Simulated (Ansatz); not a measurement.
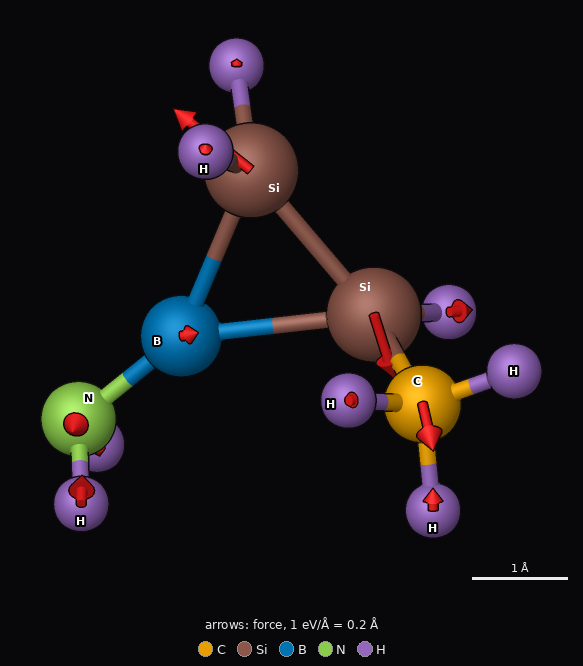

Starting geometry of CH8BNSi2 (coarse preliminary run) with the computed forces as red arrows. The picture is a ball-and-stick view, seen at a tilt.

The start comes from a force field.

The calculation used RKS PBE-D4/def2-SVP (Ansatz 0.2.0).

The input:
```yaml
crystal:
  periodic: [false, false, false]
  atoms:
    - {symbol: C, position_ang: [-1.902400, 0.153600, -0.560500]}
    - {symbol: Si, position_ang: [-0.414900, -0.850700, -0.430500]}
    - {symbol: Si, position_ang: [0.315500, -1.020400, 1.461100]}
    - {symbol: B, position_ang: [1.248300, 0.264500, 0.140700]}
    - {symbol: N, position_ang: [2.227200, 1.292300, -0.202400]}
    - {symbol: H, position_ang: [-2.845400, -0.440900, -0.540100]}
    - {symbol: H, position_ang: [-1.965100, 0.924700, 0.271400]}
    - {symbol: H, position_ang: [-1.893800, 0.767500, -1.540900]}
    - {symbol: H, position_ang: [-0.088000, -1.828700, -1.418800]}
    - {symbol: H, position_ang: [1.254500, -2.147800, 1.770900]}
    - {symbol: H, position_ang: [-0.347300, -0.285600, 2.568500]}
    - {symbol: H, position_ang: [2.769500, 0.954300, -0.998700]}
    - {symbol: H, position_ang: [1.662100, 2.182300, -0.505700]}
basis:
  gaussian: {orbitals: def2-SVP}
hamiltonian: {xc: pbe, dispersion: d4}
relax: {f_tol: 0.03, max_steps: 200}
```

Command:
```bash
ansatz run in.yaml --threads 4 --pin off --events-out ev --progress --plain --max-ram 10444MiB
```

> What follows when this structure is relaxed?

It isn't relaxed: the largest force vector, on Si3, is 5.33 eV/Å. The final displacements have little in common with the starting forces (cosine between the two patterns 0.27). Over 27 geometry steps the energy falls by 65.1 kcal/mol. The largest force component goes from 4.4 to 0.022 eV/Å. The atom that moves furthest after the best rigid fit is H13 (1.50 Å). By element the largest moves are H 1.50 Å, Si 0.43 Å, C 0.39 Å, N 0.22 Å, B 0.21 Å. Near-neighbour distances that change, for instance: Si2–Si3 2.035 → 2.377 Å, C1–Si2 1.799 → 1.898 Å, Si2–B4 2.082 → 1.988 Å, Si2–H9 1.428 → 1.508 Å. Among the angles between lasting bonds that change: C1–Si2–Si3 114.2° → 132.7°, Si3–Si2–H9 120.3° → 102.1°, Si3–B4–N5 153.0° → 136.3°.
